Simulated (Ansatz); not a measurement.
**LiH (SMILES [LiH]), step by step**

Aim: a series of 88 runs (HF/STO-3G, UHF/STO-3G, HF/3-21G, UHF/3-21G, HF/6-31G*, UHF/6-31G*, B3LYP/6-31G*, UB3LYP/6-31G*, and more) of HLi. 

Program for the calculation: Ansatz 0.2.0.

### 1 The structure to begin with

LiH has 2 atoms, charge 0, and is taken as a singlet. SMILES: `[LiH]`. Geometry: the measured bond length. The run starts from this shape.

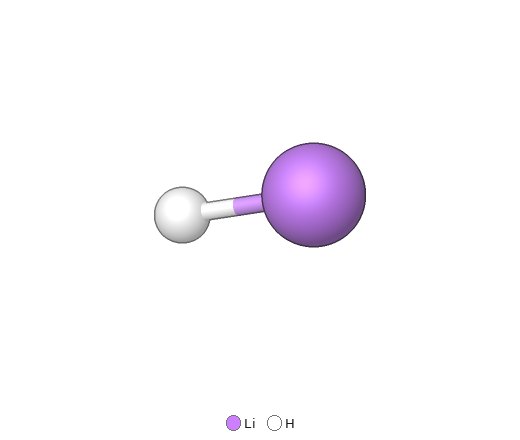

The structure, seen from a chosen angle (lithium purple, hydrogen white).

### 2 A geometry optimisation at HF/STO-3G (run 1)

Contents of run.yaml:

```yaml
crystal:
  periodic: [false, false, false]
  atoms:
    - symbol: Li
      position_ang: [0.000000, 0.000000, 0.000000]
    - symbol: H
      position_ang: [0.000000, 0.000000, 1.595700]
basis:
  gaussian:
    orbitals: STO-3G
hamiltonian:
  xc: hf
relax:
  f_tol: 0.002
output:
  orbitals: {seedname: orbitals}
```

Run with:

```bash
$ ansatz run run.yaml --threads 1 --pin off --max-ram 3480MiB --events-out events.jsonl --progress --plain --runs-dir runs
```

What it wrote (excerpt; [...] marks lines left out):

```text
Warning: RAYON_NUM_THREADS=1 ignored (pool sized by the plan → 1); use --threads N
[...]
Functional definition: HF
  name "HF"
[...]
76 factors; integrals over basis functions are off by at most 5.9e-4 eV
[...]
mean field -213.93606071 eV, -7.8620052199 hartree, gradient 3.1e-5 eV, S^2 0.000000; 0 other end points of the search recorded, 0 dependent functions left out
[...]
reference -213.93606071 eV, -7.8620052199 hartree; 2, 2 occupied and 4, 4 virtual orbitals, 76 factors
relax step   1: F+E_penalty+E_count = -213.93606071 eV  Δ(F+E_penalty+E_count) = +0.000e0 eV  max|allowed force component| = 8.503e-1 eV/Å  Δτ_max = 0.0000 Å  (16 SCF iters, accepted)
[...]
relax step   3: F+E_penalty+E_count = -213.97354646 eV  Δ(F+E_penalty+E_count) = -8.338e-3 eV  max|allowed force component| = 4.510e-2 eV/Å  Δτ_max = 0.0170 Å  (14 SCF iters, accepted)
[...]
relax step   4: F+E_penalty+E_count = -213.97363577 eV  Δ(F+E_penalty+E_count) = -8.932e-5 eV  max|allowed force component| = 8.866e-4 eV/Å  Δτ_max = 0.0020 Å  (10 SCF iters, accepted)
76 factors; integrals over basis functions are off by at most 7.4e-4 eV
[...]
mean field -213.97363577 eV, -7.8633860782 hartree, gradient 1.7e-6 eV, S^2 0.000000; 1 other end points of the search recorded, 0 dependent functions left out
[...]
reference -213.97363577 eV, -7.8633860782 hartree; 2, 2 occupied and 4, 4 virtual orbitals, 76 factors
Total energy: -213.97363577 eV, -7.8633860782 hartree
Atom 0 at     0.000000    -0.000000     0.042415 Å, force    -0.000000     0.000000     0.000887 eV/Å
Atom 1 at    -0.000000     0.000000     1.553285 Å, force     0.000000    -0.000000    -0.000887 eV/Å
Dipole moment:    -0.000000     0.000000    -1.007479 e Å
```

Run time: 0.24 s. Hardware: 1 thread of Arm Neoverse V1, shared host.

Step by step:

| step | energy from the first frame kept (eV) | largest force (eV/Å) |
| --- | --- | --- |
| 1 | 0.0000 | 0.8503 |
| 2 | -0.0291 | 0.4527 |
| 3 | -0.0375 | 0.0451 |
| 4 | -0.0376 | 0.0009 |

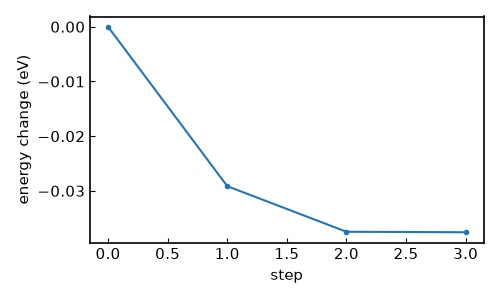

Energy along the run.

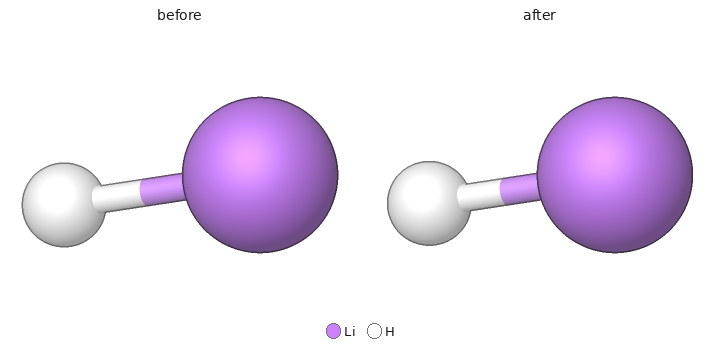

Before and after, at one scale.

After the run. Bond lengths: Li1–H2 1.511 Å.

### 3 The harmonic vibrations at HF/STO-3G (run 2)

Contents of run.yaml:

```yaml
crystal:
  periodic: [false, false, false]
  atoms:
    - symbol: Li
      position_ang: [0.000000, -0.000000, 0.042415]
    - symbol: H
      position_ang: [-0.000000, 0.000000, 1.553285]
basis:
  gaussian: {orbitals: STO-3G}
phonons: {temperatures: {t_min: 298.15, t_max: 298.15, t_step: 1}}
hamiltonian: {xc: hf}
```

Run with:

```bash
$ ansatz run run.yaml --threads 1 --pin off --max-ram 3480MiB --events-out events.jsonl --progress --plain --runs-dir runs
```

What it wrote:

```text
Warning: RAYON_NUM_THREADS=1 ignored (pool sized by the plan → 1); use --threads N
[... 75 lines left out ...]
Total energy: -213.97363577 eV, -7.8633860782 hartree
[... 2 lines left out ...]
Dipole moment:     0.000000    -0.000000    -1.007480 e Å
Vibrations: 1867.78 cm⁻¹, zero-point energy 0.115788 eV
```

Wall time 0.24 s (1 thread of Arm Neoverse V1, shared host).

Run 3 isn't shown in full; the table further down has it.

### 4 The doublet cation: a structure relaxation at UHF/STO-3G (run 4)

Contents of in.yaml:

```yaml
crystal:
  periodic: [false, false, false]
  atoms:
    - {symbol: Li, position_ang: [0.000000, -0.000000, 0.042415]}
    - {symbol: H, position_ang: [-0.000000, 0.000000, 1.553285]}
basis:
  gaussian:
    orbitals: STO-3G
total_charge: 1
magnetization:
  spin_polarized: true
  initial_magnetization: 1
hamiltonian:
  xc: hf
relax: {}
```

Run with:

```bash
$ ansatz run in.yaml --threads 1 --pin off --max-ram 3480MiB --events-out events.jsonl --progress --plain --runs-dir runs
```

What it wrote (excerpt; [...] marks lines left out):

```text
Warning: RAYON_NUM_THREADS=1 ignored (pool sized by the plan → 1); use --threads N
[...]
[... 2 set-up lines as earlier in the session ...]
[...]
76 factors; integrals over basis functions are off by at most 7.4e-4 eV
[...]
mean field -207.02685459 eV, -7.6080965784 hartree, gradient 7.8e-6 eV, S^2 0.750003; 0 other end points of the search recorded, 0 dependent functions left out
[...]
reference -207.02685459 eV, -7.6080965784 hartree; 2, 1 occupied and 4, 5 virtual orbitals, 76 factors
relax step   1: F+E_penalty+E_count = -207.02685459 eV  Δ(F+E_penalty+E_count) = +0.000e0 eV  max|allowed force component| = 2.131e0 eV/Å  Δτ_max = 0.0000 Å  (17 SCF iters, accepted)
[...]
relax step   3: F+E_penalty+E_count = -207.40921818 eV  Δ(F+E_penalty+E_count) = -8.565e-2 eV  max|allowed force component| = 3.917e-2 eV/Å  Δτ_max = 0.1147 Å  (12 SCF iters, accepted)
[...]
relax step   4: F+E_penalty+E_count = -207.40955370 eV  Δ(F+E_penalty+E_count) = -3.355e-4 eV  max|allowed force component| = 7.183e-3 eV/Å  Δτ_max = 0.0073 Å  (10 SCF iters, accepted)
76 factors; integrals over basis functions are off by at most 5.8e-5 eV
[...]
mean field -207.40955370 eV, -7.6221605111 hartree, gradient 7.1e-5 eV, S^2 0.750000; 1 other end points of the search recorded, 0 dependent functions left out
[...]
reference -207.40955370 eV, -7.6221605111 hartree; 2, 1 occupied and 4, 5 virtual orbitals, 76 factors
Total energy: -207.40955370 eV, -7.6221605111 hartree
Atom 0 at     0.000000    -0.000000    -0.185927 Å, force    -0.000000     0.000000    -0.007183 eV/Å
Atom 1 at    -0.000000     0.000000     1.781627 Å, force     0.000000    -0.000000     0.007183 eV/Å
Dipole moment:    -0.000000     0.000000    -0.355395 e Å
```

Wall time 0.22 s (1 thread of Arm Neoverse V1, shared host).

The path in brief:

| step | energy from the first frame kept (eV) | largest force (eV/Å) |
| --- | --- | --- |
| 1 | 0.0000 | 2.1307 |
| 2 | -0.2967 | 0.7949 |
| 3 | -0.3824 | 0.0392 |
| 4 | -0.3827 | 0.0072 |

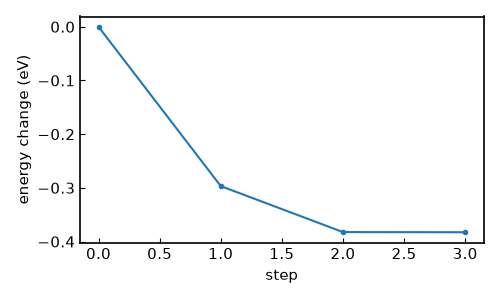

Energy along the run.

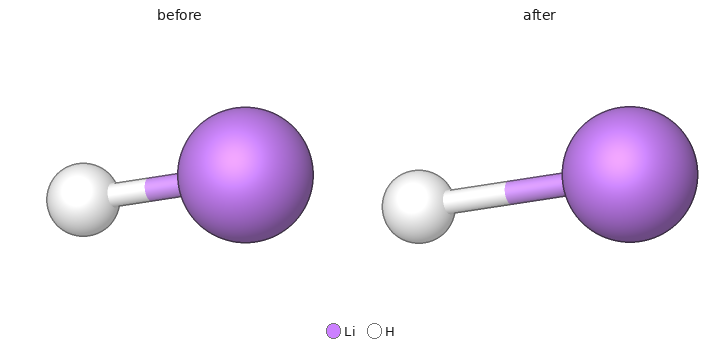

Before and after, at one scale.

After the run. Bond lengths: Li1–H2 1.968 Å.

Runs 5 to 87 aren't shown in full; the table further down has their settings and results.

### 5 The doublet cation: a geometry optimisation at UPBE-D3(BJ)/def2-TZVP (run 88)

Contents of job.yaml:

```yaml
crystal:
  periodic: [false, false, false]
  atoms:
    - {symbol: Li, position_ang: [-0.000000, 0.000000, -0.005052]}
    - {symbol: H, position_ang: [0.000000, -0.000000, 1.600752]}
basis:
  gaussian: {orbitals: def2-TZVP}
total_charge: 1
magnetization: {spin_polarized: true, initial_magnetization: 1}
hamiltonian: {xc: pbe, dispersion: d3bj}
relax: {}
```

Run with:

```bash
$ ansatz run job.yaml --threads 1 --pin off --max-ram 3480MiB --events-out events.jsonl --progress --plain --runs-dir runs
```

What it wrote:

```text
Warning: RAYON_NUM_THREADS=1 ignored (pool sized by the plan → 1); use --threads N
The last accepted step is kept in runs//last_step.txt (removed where the run ends without a failure and the disk answers)
[... 6 lines left out ...]
173 factors; their error is unknown
[... 9 lines left out ...]
173 factors; their error is unknown
[... 5 lines left out ...]
173 factors; their error is unknown
[... 6 lines left out ...]
173 factors; their error is unknown
[... 5 lines left out ...]
173 factors; their error is unknown
[... 6 lines left out ...]
173 factors; their error is unknown
[... 4 lines left out ...]
173 factors; their error is unknown
[... 3 lines left out ...]
Total energy: -211.19266558 eV, -7.7611873085 hartree
[... 2 lines left out ...]
Dipole moment:    -0.000000    -0.000000    -0.461787 e Å
```

It took 2.2 s on 1 thread of Arm Neoverse V1, shared host.

Steps, from the record of the run:

| step | energy from the first frame kept (eV) | largest force (eV/Å) |
| --- | --- | --- |
| 1 | 0.0000 | 1.3877 |
| 2 | -0.1945 | 0.5677 |
| 3 | -0.2859 | 0.1997 |
| 4 | -0.2978 | 0.0540 |
| 5 | -0.3031 | 0.0245 |
| 6 | -0.3036 | 0.0021 |

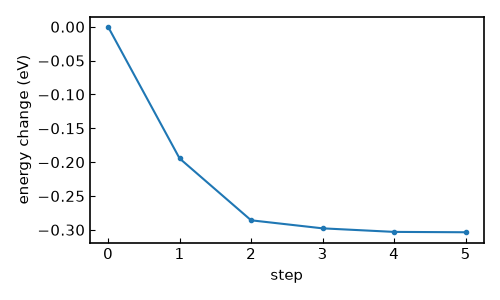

Energy along the run.

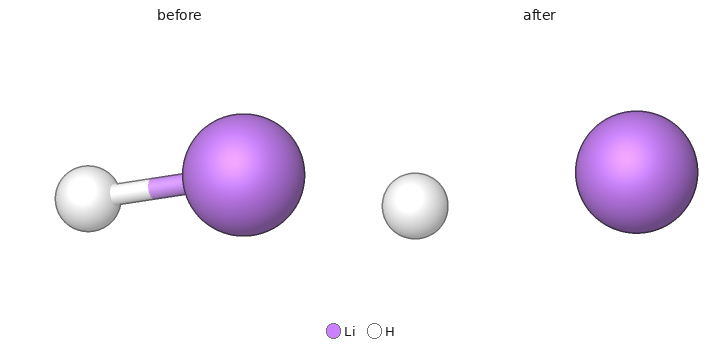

Before and after, at one scale.

After the run. Bond lengths: Li1–H2 2.289 Å.

### 6 All runs side by side

| run | level | task | walk f tol | partner | energy (Eh) | wall time |
| --- | --- | --- | --- | --- | --- | --- |
| 1 | HF/STO-3G | optimise | 0.002 | base | -7.863386 | 0.24 s |
| 2 | HF/STO-3G | frequencies | – | base | -7.863386 | 0.24 s |
| 3 | UHF/STO-3G | energy | – | cation | -7.608097 | 0.04 s |
| 4 | UHF/STO-3G | optimise | – | cation | -7.622161 | 0.22 s |
| 5 | HF/3-21G | optimise | 0.002 | base | -7.929843 | 0.22 s |
| 6 | HF/3-21G | frequencies | – | base | -7.929843 | 0.36 s |
| 7 | UHF/3-21G | energy | – | cation | -7.674152 | 0.06 s |
| 8 | UHF/3-21G | optimise | – | cation | -7.687331 | 0.44 s |
| 9 | HF/6-31G* (Cartesian functions) | optimise | 0.002 | base | -7.980868 | 0.24 s |
| 10 | HF/6-31G* (Cartesian functions) | frequencies | – | base | -7.980868 | 0.68 s |
| 11 | UHF/6-31G* (Cartesian functions) | energy | – | cation | -7.724245 | 0.04 s |
| 12 | UHF/6-31G* (Cartesian functions) | optimise | – | cation | -7.736996 | 0.62 s |
| 13 | B3LYP/6-31G* (Cartesian functions) | optimise | 0.002 | base | -8.081921 | 1 s |
| 14 | B3LYP/6-31G* (Cartesian functions) | frequencies | – | base | -8.081921 | 2 s |
| 15 | UB3LYP/6-31G* (Cartesian functions) | energy | – | cation | -7.777447 | 0.34 s |
| 16 | UB3LYP/6-31G* (Cartesian functions) | optimise | – | cation | -7.790436 | 2.5 s |
| 17 | PBE/def2-SVP | optimise | 0.002 | base | -8.037888 | 0.81 s |
| 18 | PBE/def2-SVP | frequencies | – | base | -8.037888 | 1.7 s |
| 19 | UPBE/def2-SVP | energy | – | cation | -7.744108 | 0.3 s |
| 20 | UPBE/def2-SVP | optimise | – | cation | -7.755187 | 2.3 s |
| 21 | MP2/6-31G* (Cartesian functions) | optimise | 0.002 | base | -7.996510 | 0.36 s |
| 22 | MP2/6-31G* (Cartesian functions) | frequencies | – | base | -7.996510 | 0.79 s |
| 23 | UMP2/6-31G* (Cartesian functions) | energy | – | cation | -7.724922 | 0.08 s |
| 24 | UMP2/6-31G* (Cartesian functions) | optimise | – | cation | -7.737437 | 0.68 s |
| 25 | SVWN5/def2-TZVP | optimise | 0.002 | base | -7.917757 | 0.56 s |
| 26 | SVWN5/def2-TZVP | frequencies | – | base | -7.917757 | 1.2 s |
| 27 | USVWN5/def2-TZVP | energy | – | cation | -7.616059 | 0.18 s |
| 28 | USVWN5/def2-TZVP | optimise | – | cation | -7.625742 | 1.1 s |
| 29 | HF/cc-pVTZ | optimise | 0.002 | base | -7.986666 | 0.2 s |
| 30 | HF/cc-pVTZ | frequencies | – | base | -7.986666 | 0.56 s |
| 31 | UHF/cc-pVTZ | energy | – | cation | -7.730151 | 0.06 s |
| 32 | UHF/cc-pVTZ | optimise | – | cation | -7.740899 | 0.46 s |
| 33 | CCSD/cc-pVDZ | optimise | 0.002 | base | -8.014792 | 0.95 s |
| 34 | CCSD/cc-pVDZ | frequencies | – | base | -8.014792 | 2.5 s |
| 35 | UCCSD/cc-pVDZ | energy | – | cation | -7.727300 | 0.22 s |
| 36 | UCCSD/cc-pVDZ | optimise | – | cation | -7.739144 | 2.3 s |
| 37 | CCSD(T)/cc-pVTZ | optimise | 0.002 | base | -8.036646 | 3.6 s |
| 38 | CCSD(T)/cc-pVTZ | frequencies | – | base | -8.036646 | 15 s |
| 39 | UCCSD(T)/cc-pVTZ | energy | – | cation | -7.743484 | 0.64 s |
| 40 | UCCSD(T)/cc-pVTZ | optimise | – | cation | -7.754103 | 16 s |
| 41 | wB97X-V/def2-TZVP | optimise | 0.002 | base | -8.069463 | 2.2 s |
| 42 | wB97X-V/def2-TZVP | frequencies | – | base | -8.069463 | 7.2 s |
| 43 | U-wB97X-V/def2-TZVP | energy | – | cation | -7.770309 | 1.1 s |
| 44 | U-wB97X-V/def2-TZVP | optimise | – | cation | -7.781947 | 7.8 s |
| 45 | B3LYP-D4/def2-TZVP | optimise | 0.002 | base | -8.087570 | 0.91 s |
| 46 | B3LYP-D4/def2-TZVP | frequencies | – | base | -8.087570 | 1.8 s |
| 47 | UB3LYP-D4/def2-TZVP | energy | – | cation | -7.781890 | 0.34 s |
| 48 | UB3LYP-D4/def2-TZVP | optimise | – | cation | -7.793040 | 1.9 s |
| 49 | B2PLYP/cc-pVTZ | optimise | 0.002 | base | -8.061470 | 3.6 s |
| 50 | B2PLYP/cc-pVTZ | frequencies | – | base | -8.061470 | 11 s |
| 51 | UB2PLYP/cc-pVTZ | energy | – | cation | -7.765059 | 0.6 s |
| 52 | UB2PLYP/cc-pVTZ | optimise | – | cation | -7.775990 | 7.2 s |
| 53 | BLYP/cc-pVTZ | optimise | 0.002 | base | -8.070993 | 1.2 s |
| 54 | BLYP/cc-pVTZ | frequencies | – | base | -8.070993 | 2.8 s |
| 55 | UBLYP/cc-pVTZ | energy | – | cation | -7.770915 | 0.54 s |
| 56 | UBLYP/cc-pVTZ | optimise | – | cation | -7.782206 | 4.2 s |
| 57 | PBE0/aug-cc-pVTZ | optimise | 0.002 | base | -8.051769 | 1.8 s |
| 58 | PBE0/aug-cc-pVTZ | frequencies | – | base | -8.051769 | 4.8 s |
| 59 | UPBE0/aug-cc-pVTZ | energy | – | cation | -7.757897 | 0.81 s |
| 60 | UPBE0/aug-cc-pVTZ | optimise | – | cation | -7.769057 | 6.3 s |
| 61 | wB97M-V/def2-TZVPD | optimise | 0.002 | base | -8.062316 | 2.8 s |
| 62 | wB97M-V/def2-TZVPD | frequencies | – | base | -8.062316 | 7.2 s |
| 63 | U-wB97M-V/def2-TZVPD | energy | – | cation | -7.760131 | 1.4 s |
| 64 | U-wB97M-V/def2-TZVPD | optimise | – | cation | -7.774210 | 8.7 s |
| 65 | MP2/cc-pVTZ | optimise | 0.002 | base | -8.025957 | 0.44 s |
| 66 | MP2/cc-pVTZ | frequencies | – | base | -8.025957 | 1.4 s |
| 67 | UMP2/cc-pVTZ | energy | – | cation | -7.741036 | 0.1 s |
| 68 | UMP2/cc-pVTZ | optimise | – | cation | -7.751976 | 0.99 s |
| 69 | CCSD(T)/cc-pVDZ | optimise | 0.002 | base | -8.014801 | 0.93 s |
| 70 | CCSD(T)/cc-pVDZ | frequencies | – | base | -8.014801 | 2.5 s |
| 71 | UCCSD(T)/cc-pVDZ | energy | – | cation | -7.727299 | 0.22 s |
| 72 | UCCSD(T)/cc-pVDZ | optimise | – | cation | -7.739144 | 2.4 s |
| 73 | CCSD(T)/def2-TZVP | optimise | 0.002 | base | -8.048124 | 0.68 s |
| 74 | CCSD(T)/def2-TZVP | frequencies | – | base | -8.048124 | 2.4 s |
| 75 | UCCSD(T)/def2-TZVP | energy | – | cation | -7.762316 | 0.22 s |
| 76 | UCCSD(T)/def2-TZVP | optimise | – | cation | -7.772540 | 2.2 s |
| 77 | r2SCAN/def2-TZVP | optimise | 0.002 | base | -8.066291 | 1.6 s |
| 78 | r2SCAN/def2-TZVP | frequencies | – | base | -8.066291 | 3 s |
| 79 | U-r2SCAN/def2-TZVP | energy | – | cation | -7.773902 | 0.68 s |
| 80 | U-r2SCAN/def2-TZVP | optimise | – | cation | -7.784043 | 3 s |
| 81 | MP2/aug-cc-pVDZ | optimise | 0.002 | base | -8.011713 | 0.56 s |
| 82 | MP2/aug-cc-pVDZ | frequencies | – | base | -8.011713 | 1.4 s |
| 83 | UMP2/aug-cc-pVDZ | energy | – | cation | -7.728817 | 0.1 s |
| 84 | UMP2/aug-cc-pVDZ | optimise | – | cation | -7.739736 | 1.1 s |
| 85 | PBE-D3(BJ)/def2-TZVP | optimise | 0.002 | base | -8.045577 | 0.7 s |
| 86 | PBE-D3(BJ)/def2-TZVP | frequencies | – | base | -8.045577 | 1.5 s |
| 87 | UPBE-D3(BJ)/def2-TZVP | energy | – | cation | -7.750030 | 0.28 s |
| 88 | UPBE-D3(BJ)/def2-TZVP | optimise | – | cation | -7.761187 | 2.2 s |

### 7 Results

| quantity | value |
| --- | --- |
| doublet cation, run 88: total energy at the end | -7.76119 Eh |
| doublet cation, run 88: bond length | 2.289 Å |
| doublet cation, run 88: dispersion energy | -2.44 kJ/mol |
| doublet cation, run 88: ⟨S²⟩ | 0.750 |
| vertical ionisation energy (to the doublet cation), HF/STO-3G | 6.947 eV |
| vertical ionisation energy (to the doublet cation), PBE/def2-SVP | 7.994 eV |
| vertical ionisation energy (to the doublet cation), SVWN5/def2-TZVP | 8.210 eV |
| vertical ionisation energy (to the doublet cation), PBE0/aug-cc-pVTZ | 7.997 eV |
| adiabatic ionisation energy (to the doublet cation, no zero-point term), HF/6-31G* | 6.636 eV |
| adiabatic ionisation energy (to the doublet cation, no zero-point term), B3LYP/6-31G* | 7.932 eV |
| adiabatic ionisation energy (to the doublet cation, no zero-point term), PBE0/aug-cc-pVTZ | 7.693 eV |
| adiabatic ionisation energy (to the doublet cation, no zero-point term), PBE-D3(BJ)/def2-TZVP | 7.739 eV |

What this shows: At HF/STO-3G: removing an electron at fixed nuclei costs 6.95 eV (670 kJ/mol). In a minimal basis such a difference can be off by several eV, whatever the method. At PBE/def2-SVP: removing an electron at fixed nuclei costs 7.99 eV (771 kJ/mol). At SVWN5/def2-TZVP: removing an electron at fixed nuclei costs 8.21 eV (189 kcal/mol). At PBE0/aug-cc-pVTZ: the vertical ionisation energy comes to 8.00 eV (184 kcal/mol). At HF/6-31G*: the adiabatic ionisation energy (to the doublet cation, no zero-point term) is 6.64 eV (153 kcal/mol). Totals of different functionals can't be ranked against each other. In runs 1, 2, 3, 4 the basis is minimal, so the values are rough. All runs together took 3 min, the longest 16 s.
